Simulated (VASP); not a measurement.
Band structure of HfN (rock salt). All values below come from PBEsol GGA, VASP's PBE PAW potentials (set 64) (plane waves; VASP).

Unless said otherwise, spin-orbit coupling is left out, though it shifts the bands of the heavy elements here.

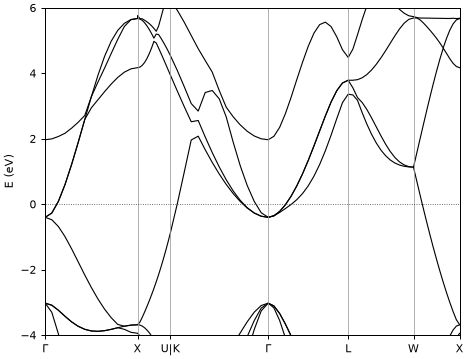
Figure. Bands along high-symmetry lines, zero at the valence-band maximum or, without a gap, the Fermi level

### Question
Read the plot: is there a gap, and where are the band edges?

### Answer
It has no gap at this level: it comes out as a metal or semimetal. (Edges off the drawn lines would not show.)

The compound is HfN in the rock salt structure. It was relaxed first. The electron count is odd and the run is not spin-polarised, which forces a metal.
